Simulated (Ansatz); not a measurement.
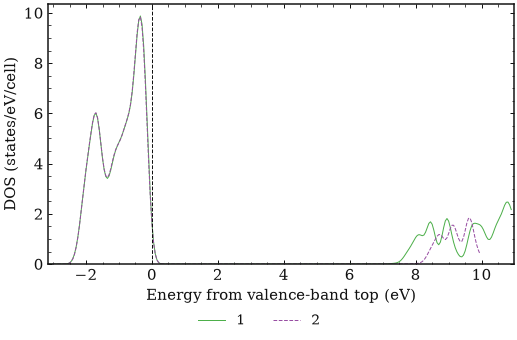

Total densities of states of KLiF2, space group R-3m (No. 166), 4 atoms in the cell, hydrostatic strain −4.3%, by two methods on the same cell. The curves are built from the levels of the k mesh with Gaussians 0.3 eV wide, which also blur the band edges. Each is counted from its own valence-band top.

Q: Which curve is which? The methods: PBE, r2SCAN.

A: 1 is PBE; 2 is r2SCAN. PBE gives a gap of 7.29 eV and r2SCAN gives a gap of 8.05 eV.

Settings. PBE: DFT, PBE, plane waves, PAW, no spin polarisation, 10×10×10 k mesh, 420 eV cutoff, Fermi-Dirac smearing of 0.02 eV (Ansatz). r2SCAN: DFT, r2SCAN, plane waves, PAW, no spin polarisation, 10×10×10 k mesh, 500 eV cutoff (Ansatz 0.2.0).
